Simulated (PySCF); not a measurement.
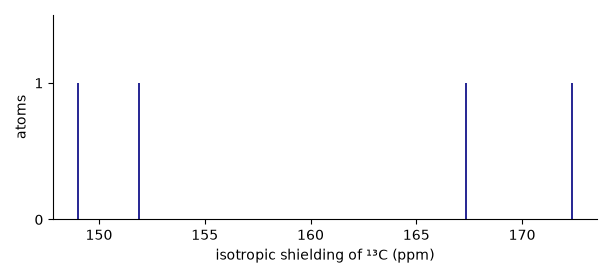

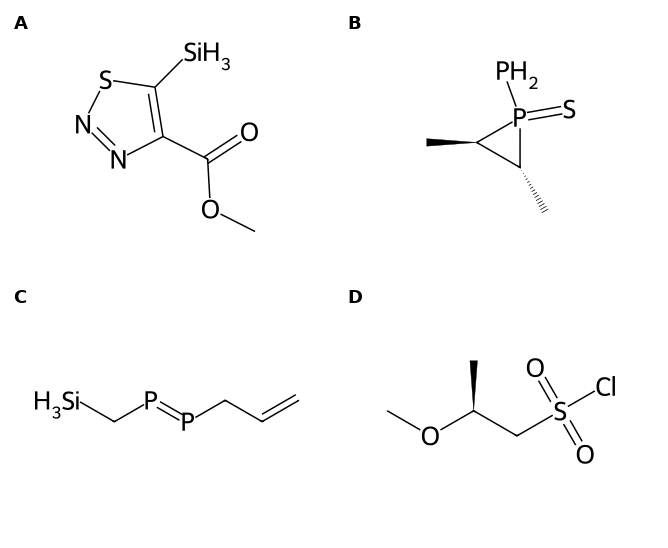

The sticks are computed shieldings of one of the molecules, for one fixed geometry (GFN2-xTB) without averaging over rotations. Low shielding means a high chemical shift. Method: GIAO PBE0/pcSseg-1 NMR shielding, non-relativistic, gas phase (PySCF 2.14.0).

> Match the spectrum to a structure.

B, `C[C@@H]1[C@@H](C)P1(P)=S`. Its 4 C atoms give lines at 149.0, 151.9, 167.4, 172.4 ppm.

The geometry is semi-empirical. Around P, Si such bond lengths and angles can be off by a tenth of an ångström or more and by several degrees, and values that hang on the shape move with them.
